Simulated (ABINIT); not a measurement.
## A GW chain in ABINIT: CdTe (F-43m)

How does a plane-wave GW calculation on CdTe (F-43m) run from the first input to the gap?

Program: ABINIT 10.8.3. Level of theory: PBE and many-body steps on it, plane waves. Results are calculated unless marked as measured.

**The experiments to reproduce.**

- Gap 1.32 ± 0.02 eV: direct optical gap from Tauc analysis, 2.5 h deposition; UV-vis diffuse reflectance; film (electrodeposited 2.5 h on FTO, nearly stoichiometric) (“Electrodeposition of CdTe Thin Films for Solar Energy Water Splitting”, 2020, pmc:7177234).

- Gap 1.592 eV: near-band-edge L1 bound-exciton energy extrapolated to 0 K (Varshni), slightly below the true gap; temperature-dependent photoluminescence; 0 K; bulk crystal (vertical Bridgman single crystal) (“Photoluminescence characteristics of Cd1-xMnxTe single crystals grown by the vertical Bridgman method”, 2012, pmc:3275455).

- Gap 1.48 ± 0.02 eV: direct optical gap from Tauc analysis, 1.5 h deposition; UV-vis diffuse reflectance; film (electrodeposited 1.5 h on FTO, Te-rich) (“Electrodeposition of CdTe Thin Films for Solar Energy Water Splitting”, 2020, pmc:7177234).

Most raw output is cut from this account.

## 1. The starting structure

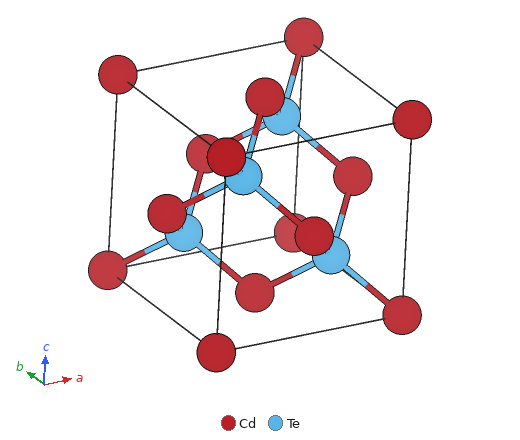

Start, viewed from a free direction; cadmium red, tellurium blue. This picture shows the conventional cell, with its axes. Bonds to atoms that aren't drawn are left out. Some periodic images of atoms are drawn too.

The cell and positions come from the Crystallography Open Database and are kept as given unless a step says otherwise. Spin-orbit coupling is left out unless a step names it.

## 2. Ground state

This step: ABINIT 10.8.3; DFT, PBE, plane waves, norm-conserving pseudopotentials.

The ground-state density comes first.

File run.abi:

```
acell 3*1.0 Angstrom
rprim 
  0.000000000000 3.240000000000 3.240000000000
  3.240000000000 0.000000000000 3.240000000000
  3.240000000000 3.240000000000 0.000000000000
ntypat 2
znucl 48 52
natom 2
typat 1 2
xred 
  0.000000000000 0.000000000000 0.000000000000
  0.250000000000 0.250000000000 0.250000000000
pp_dirpath "pseudos"
pseudos "Cd.upf, Te.upf"
ecut 47
ngkpt 6 6 6
nshiftk 1
shiftk 0 0 0
kptopt 1
chksymbreak 0
nband 27
occopt 1
tolvrs 1e-10
nstep 60
prtwf 0
optforces 0
optstress 0
indata_prefix "in"
outdata_prefix "out"
tmpdata_prefix "tmp"
```

Run with:

```bash
$ OMP_NUM_THREADS=1 mpirun -n 4 abinit run.abi > log
```

The job ended after 42 s (4 MPI ranks of Arm Neoverse V1, shared host; peak memory 0.47 GiB).

This step gave:

* total energy: -12400.0638 eV
* gap: 0.7704 eV
* k of the valence top: 0, 0, 0
* k of the conduction bottom: 0, 0, 0
* least direct gap: 0.7704 eV

The gap is direct, at Γ.

## 3. Bands along the symmetry lines

The cheap functional maps the bands first; the places of the edges decide which points the dearer methods must see.

File run.abi:

```
acell 3*1.0 Angstrom
rprim 
  0.000000000000 3.240000000000 3.240000000000
  3.240000000000 0.000000000000 3.240000000000
  3.240000000000 3.240000000000 0.000000000000
ntypat 2
znucl 48 52
natom 2
typat 1 2
xred 
  0.000000000000 0.000000000000 0.000000000000
  0.250000000000 0.250000000000 0.250000000000
pp_dirpath "pseudos"
pseudos "Cd.upf, Te.upf"
ecut 47
iscf -2
irdden 1
kptopt 0
nkpt 50
kpt 
  0.00000000 0.00000000 0.00000000
  -0.06250000 -0.06250000 0.00000000
  -0.12500000 -0.12500000 0.00000000
  -0.18750000 -0.18750000 0.00000000
  -0.25000000 -0.25000000 0.00000000
  -0.31250000 -0.31250000 0.00000000
  -0.37500000 -0.37500000 0.00000000
  -0.43750000 -0.43750000 0.00000000
  -0.50000000 -0.50000000 0.00000000
  -0.48437500 -0.48437500 0.03125000
  -0.46875000 -0.46875000 0.06250000
  -0.45312500 -0.45312500 0.09375000
  -0.43750000 -0.43750000 0.12500000
  -0.42187500 -0.42187500 0.15625000
  -0.40625000 -0.40625000 0.18750000
  -0.39062500 -0.39062500 0.21875000
  -0.37500000 -0.37500000 0.25000000
  -0.37500000 0.00000000 0.37500000
  -0.32812500 0.00000000 0.32812500
  -0.28125000 0.00000000 0.28125000
  -0.23437500 0.00000000 0.23437500
  -0.18750000 0.00000000 0.18750000
  -0.14062500 0.00000000 0.14062500
  -0.09375000 0.00000000 0.09375000
  -0.04687500 0.00000000 0.04687500
  0.00000000 0.00000000 0.00000000
  0.00000000 0.00000000 0.06250000
  0.00000000 0.00000000 0.12500000
  0.00000000 0.00000000 0.18750000
  0.00000000 0.00000000 0.25000000
  0.00000000 0.00000000 0.31250000
  0.00000000 0.00000000 0.37500000
  0.00000000 0.00000000 0.43750000
  0.00000000 0.00000000 0.50000000
  -0.06250000 -0.03125000 0.46875000
  -0.12500000 -0.06250000 0.43750000
  -0.18750000 -0.09375000 0.40625000
  -0.25000000 -0.12500000 0.37500000
  -0.31250000 -0.15625000 0.34375000
  -0.37500000 -0.18750000 0.31250000
  -0.43750000 -0.21875000 0.28125000
  -0.50000000 -0.25000000 0.25000000
  -0.50000000 -0.28125000 0.21875000
  -0.50000000 -0.31250000 0.18750000
  -0.50000000 -0.34375000 0.15625000
  -0.50000000 -0.37500000 0.12500000
  -0.50000000 -0.40625000 0.09375000
  -0.50000000 -0.43750000 0.06250000
  -0.50000000 -0.46875000 0.03125000
  -0.50000000 -0.50000000 0.00000000
istwfk *1
nband 29
nbdbuf 2
tolwfr 1e-08
nstep 40
prtwf 0
prtvol 0
indata_prefix "in"
outdata_prefix "out"
tmpdata_prefix "tmp"
```

Elapsed: 53 s, on 4 MPI ranks; peak memory 0.45 GiB; 3.6 min of CPU time.

Numbers from this step:

| Property | Result |
| --- | --- |
| gap | 0.7704 eV |
| k of the valence top | 0, 0, 0 |
| k of the conduction bottom | 0, 0, 0 |
| least direct gap | 0.7704 eV |

The gap is 0.770 eV, as in the run before at this level.

The electronic bands at the labelled points (eV, zero at the top of the highest filled band):

```tsv
point	band 19	band 20	band 21	band 22	band 23	band 24	band 25	band 26
Γ	-8.03	0.00	0.00	0.00	0.77	4.62	4.62	4.62
X	-7.53	-4.30	-1.86	-1.86	2.62	2.68	8.83	9.15
U	-7.49	-4.20	-2.55	-1.54	2.91	4.53	7.36	7.48
jump to K	-7.49	-4.20	-2.55	-1.54	2.91	4.53	7.36	7.48
Γ	-8.03	0.00	0.00	0.00	0.77	4.62	4.62	4.62
L	-7.67	-4.42	-0.77	-0.77	1.82	5.21	5.21	7.07
W	-7.45	-4.18	-2.32	-2.19	4.26	4.69	5.57	6.32
X	-7.53	-4.30	-1.86	-1.86	2.62	2.68	8.83	9.15
```

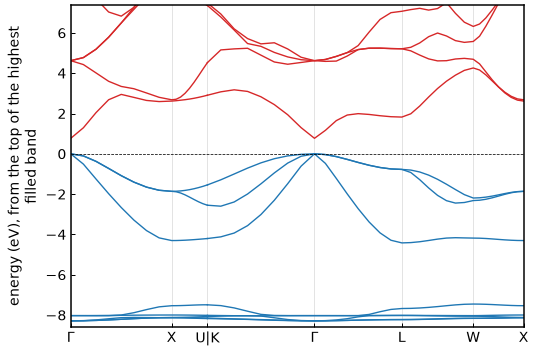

Electronic bands along the path; lines of filled and empty bands in two colours.

## 4. Empty states on the mesh, 4×4×4 mesh, 111 bands

The sums over transitions need many empty states on a uniform mesh; this step solves for them.

File run.abi:

```
acell 3*1.0 Angstrom
rprim 
  0.000000000000 3.240000000000 3.240000000000
  3.240000000000 0.000000000000 3.240000000000
  3.240000000000 3.240000000000 0.000000000000
ntypat 2
znucl 48 52
natom 2
typat 1 2
xred 
  0.000000000000 0.000000000000 0.000000000000
  0.250000000000 0.250000000000 0.250000000000
pp_dirpath "pseudos"
pseudos "Cd.upf, Te.upf"
ecut 47
ngkpt 4 4 4
nshiftk 1
shiftk 0 0 0
kptopt 1
chksymbreak 0
iscf -2
irdden 1
istwfk *1
nband 111
nbdbuf 10
tolwfr 1e-09
nstep 60
prtvol 0
indata_prefix "in"
outdata_prefix "out"
tmpdata_prefix "tmp"
```

It took 58 s on 4 MPI ranks; peak memory 0.42 GiB.

This step gave:

- gap: 0.7704 eV
- k of the valence top: 0, 0, 0
- k of the conduction bottom: 0, 0, 0
- least direct gap: 0.7704 eV
- k points computed: 8
- lowest point of the top converged band, above the valence top: 55.8176 eV

On this mesh the gap is 0.770 eV.

## 5. Screening, 4×4×4 mesh, 101 bands, screening to 108.8 eV

The RPA dielectric matrix is built and inverted for each q.

This step: RPA screening on PBE, plane waves, norm-conserving pseudopotentials.

Changes to run.abi since step 4:

```diff
@@ -20,10 +20,11 @@
 chksymbreak 0
-iscf -2
-irdden 1
 istwfk *1
-nband 111
-nbdbuf 10
-tolwfr 1e-09
-nstep 60
-prtvol 0
+occopt 1
+irdwfk 1
+optdriver 3
+nband 101
+ecuteps 4
+inclvkb 2
+awtr 1
+symchi 1
 indata_prefix "in"
```

It took 80 s on 4 MPI ranks; peak memory 1.6 GiB; 5.4 min of CPU time.

Numbers from this step:

```
ε∞ with local fields, on this mesh, along the program's q direction : 25.81
the same without local fields                                       : 27.04
plasma frequency                                                    : 29.86 eV
plane waves in the screening matrix                                 : 169
```

Local fields lower ε∞ by 5 %.

## 6. Self-energy, 4×4×4 mesh, 101 bands, screening to 108.8 eV

The self-energy is evaluated for the states that the input lists, and the levels follow from it, in one-shot runs by the linearised quasiparticle equation.

This step: G0W0 on PBE, plane waves, norm-conserving pseudopotentials.

Changes to run.abi since step 5:

```diff
@@ -23,8 +23,15 @@
 irdwfk 1
-optdriver 3
+optdriver 4
 nband 101
+gwcalctyp 0
+ecutsigx 47
+symsigma 1
+nkptgw 1
+kptgw 
+  0.0000000000 0.0000000000 0.0000000000
+bdgw 
+  20 26
 ecuteps 4
-inclvkb 2
-awtr 1
-symchi 1
+irdscr 1
+ppmodel 1
 indata_prefix "in"
```

Wall time 6.8 s (4 MPI ranks); peak memory 1.1 GiB; 27 s of CPU time.

This step gave:

| Quantity | Value |
| --- | --- |
| G0W0 gap on the points computed | 1.521 eV |
| starting gap on the mesh | 0.7704 eV |
| k of the valence top | 0, 0, 0 |
| k of the conduction bottom | 0, 0, 0 |
| Z at the valence top | 0.8 |
| Z at the conduction bottom | 0.812 |
| least direct G0W0 gap on the computed points | 1.521 eV |

The gap on the mesh goes from 0.77 eV to 1.52 eV, a correction of +0.75 eV.

Limits: finite bands, cutoff and mesh; no spin-orbit coupling; coarse k mesh. v1 is the top filled band, c1 the lowest empty one. The levels before and after the correction (eV, zero at the valence-band top of each column):

```tsv
	conduction bottom	valence top
Kohn-Sham	0.77	0.00
G0W0	1.52	0.00
```

```tsv
	level	energy (eV)
Kohn-Sham	Γ v3-v1	0.000
Kohn-Sham	Γ c1	0.770
Kohn-Sham	Γ c2-c4	4.622
G0W0	Γ v3-v1	0.000
G0W0	Γ c1	1.521
G0W0	Γ c2-c4	5.235
```

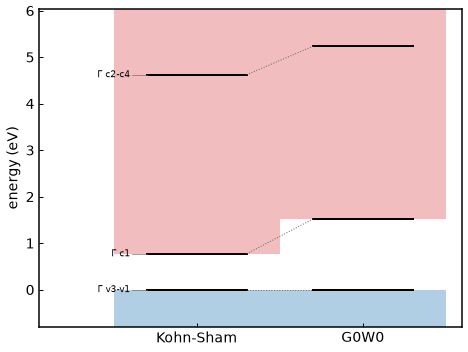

Levels before and after the correction. Shaded: valence and conduction bands.

## 7. Where the time went

Times are wall times on 4 MPI ranks of Arm Neoverse V1, shared host, good to a factor of about two.

```tsv
step	time	share	memory (GiB)
ground state	42 s	17 %	0.47
bands along the symmetry lines	53 s	22 %	0.45
empty states on the mesh	58 s	24 %	0.42
screening	80 s	33 %	1.6
self-energy	6.8 s	3 %	1.1
```

## 8. Results

| Item | Value |
| --- | --- |
| PBE gap | 0.77 eV, direct |
| G0W0 gap on the mesh | 1.52 eV |
| GW settings | 4×4×4 mesh, 101 bands, screening to 108.8 eV, Godby-Needs plasmon pole |
| known limits | not at the basis limit; mesh may overstate the screening; no spin-orbit coupling; coarse k mesh |

What this shows: G0W0 moves the gap on the mesh from 0.77 eV to 1.52 eV (+0.75 eV), with Z of 0.80 and 0.81 at the edges. Local fields lower the RPA ε∞ on this mesh from 27.04 to 25.81. Only 1 of the mesh's irreducible points was corrected, so a valley elsewhere could overtake. Against experiment, by G0W0@PBE: the direct gap of 1.52 eV lies +0.20 eV from the measured 1.32 ± 0.02 eV (direct, 2020); the direct gap of 1.52 eV lies −0.07 eV from the measured 1.592 eV (exciton, 0 K, 2012); the direct gap of 1.52 eV lies +0.04 eV from the measured 1.48 ± 0.02 eV (direct, 2020). An exciton line or allowed optical edge lies below the quasiparticle gap by the binding energy; a forbidden edge can push the onset above it. The calculation has static nuclei and no excitons; a measured gap holds zero-point and thermal motion, which mostly lowers it. With atoms this heavy the missing spin-orbit coupling can matter too. Bands and cutoff are finite, so the gap is not at the basis limit. The miss can reach some tenths of an eV and take either sign; the mesh is an error of its own. In the G0W0 run levels were corrected at 1 k point alone, so a gap called «on the mesh» is the least over those, and an edge elsewhere would be missed. The 4×4×4 mesh is coarse for this cell, which bears on the long-range parts of exchange and screening. The RPA ε∞ on this mesh reaches over 25; with a narrow direct gap a coarse mesh can overstate it, and the correction is then too small.

[Paths, hosts, dates, memory and timing lines, banners, echoed tables and standing remarks are left out of the program output.]

[Logs are printed without paths, hosts, clocks, repeated set-up lines and the standing remarks that a program may print on its own settings, such as how far it seeks lower states.]

[Runs of the session that timed out or met a known fault of the program may be left out.]

[Hosts, paths, dates, database ids (printed as entryN), source tags and the programs' standing remarks are cut or masked in the printed files.]

[G0W0 gaps are taken among the corrected bands and points alone; a level outside them can change the order at an edge.]

[Where Ansatz stands beside ABINIT at settings called matched, ABINIT's density can come from a denser mesh and the files from another edition; pairs whose starting gaps differed by over 0.03 eV were left out, so agreement reads better than it is.]
